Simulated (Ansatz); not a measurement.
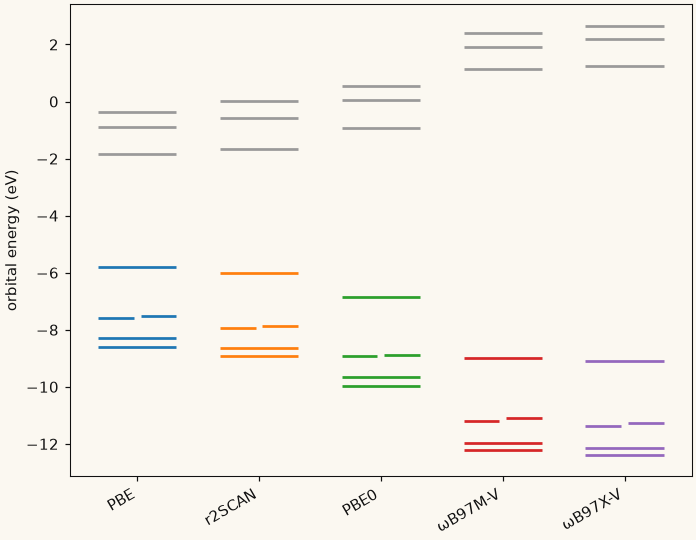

Frontier orbital energies of C₂H₅ClSSi (enethiol tautomer), SMILES C=C(S)[SiH2]Cl at one geometry, def2-TZVPP, the Ansatz code, at a PBE0-D4/def2-TZVP geometry (no frequency check). Empty levels are grey, levels within 0.1 eV stand side by side; all columns show the same few orbitals around the gap.

### How do the frontier levels move from column to column?

The separation grows from 3.95 eV (PBE) to 10.36 eV (ωB97X-V).

```csv
level,HOMO (eV),LUMO (eV),separation (eV)
PBE,−5.78,−1.84,3.95
r2SCAN,−6.00,−1.67,4.33
PBE0,−6.86,−0.92,5.94
ωB97M-V,−8.98,1.13,10.11
ωB97X-V,−9.11,1.25,10.36
```

Caveats, for all or some of the runs: empty levels above zero depend strongly on the basis; one conformer of a flexible molecule.
